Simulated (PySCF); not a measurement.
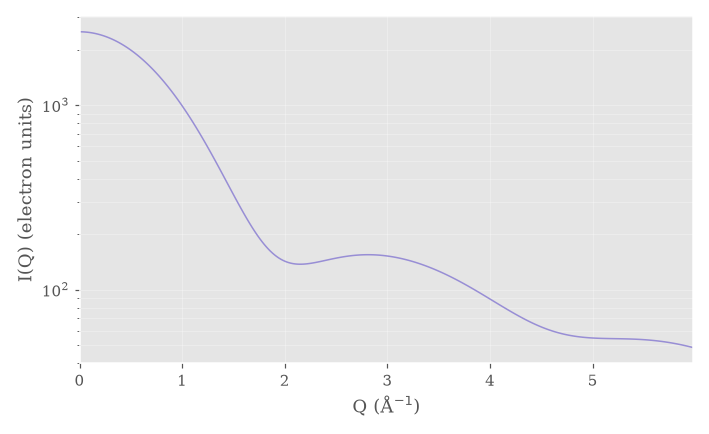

Elastic X-ray scattering of a randomly oriented, rigid molecule, calculated with the Debye equation from neutral-atom form factors (independent atoms, no Compton part, no vibration). The geometry is the end point of an optimisation (PBE0-D3(BJ)/def2-SVP geometry optimisation, gas phase (PySCF)); it may be a saddle point or a higher isomer. It contains O, C, F, H.

How many electrons does the independent-atom model of the molecule hold?

Answer. I(0) is the square of the electron number: I(0) = 2500, so about 50 electrons, the count of C2H3F3O.

What radius of gyration does the initial fall-off give?

Answer. From I(Q) ≈ I(0) exp(−Q²R²/3) at small Q, R ≈ 1.65 Å. It is larger than the electron-weighted radius of the nuclear positions alone (1.52 Å), because each atom's electron cloud adds to it.
